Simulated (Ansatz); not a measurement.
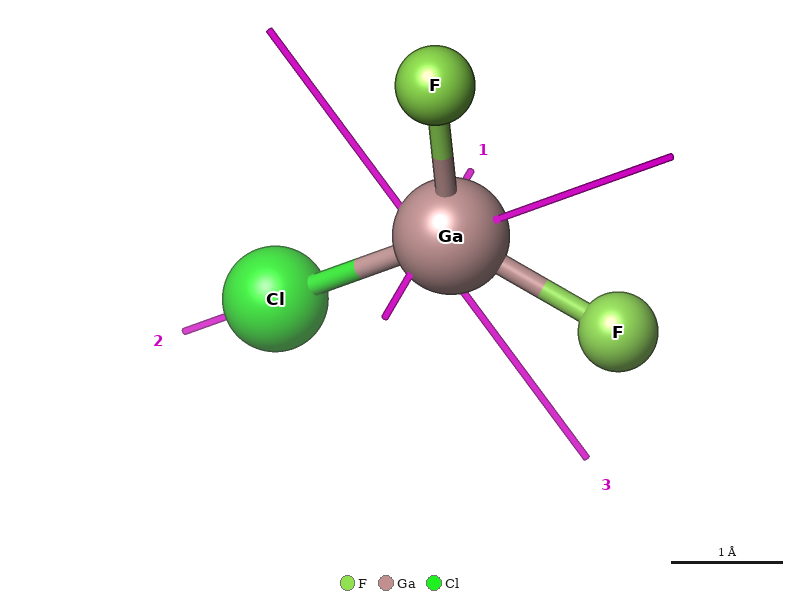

The three principal axes of inertia are drawn and numbered. Depth is shown by fading: the farther an atom, the more it takes the colour of the background. The computed structure is the end point of a PBE-D4/def2-SVP optimisation. No frequency run is at hand to confirm it as a minimum. Masses are those of the most abundant isotopes; constants are for the rigid equilibrium geometry.

**Which line is the a axis (least moment of inertia), which b and which c?**

a is line 2, b is line 3, c is line 1; the moments are 84.6, 178, 263 u Å².

**Classify the rotor and give the rotational constants (GHz).**

An asymmetric top (C2v): A = 5.97, B = 2.83, C = 1.92 GHz. Ray's parameter κ is −0.55, nearer the prolate limit.
